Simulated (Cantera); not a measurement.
Input: 1 mol BF₃, 4.8 mol O₂, at 0.190 bar.

Equilibrium computed with Cantera from the NASA thermochemical tables; the gas is ideal and each condensed phase is pure. Candidate condensed phases: B, B₂O₃; 21 gas species. Equilibrium is a limit: real reactors are often held back by kinetics, nucleation or transport.

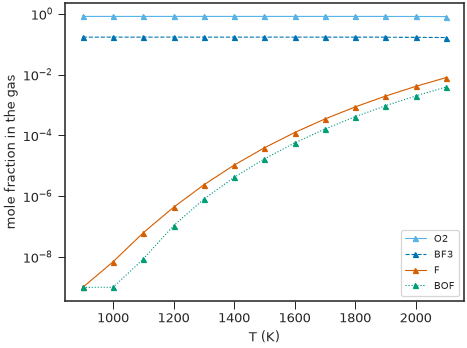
*Equilibrium gas composition (values under 1e-9 drawn at 1e-9)*

### Question
Read off the mole fractions at 1300 K.

### Answer
O₂ about 0.83, BF₃ about 0.17, F about 2.4e-6, BOF about 8.0e-7.
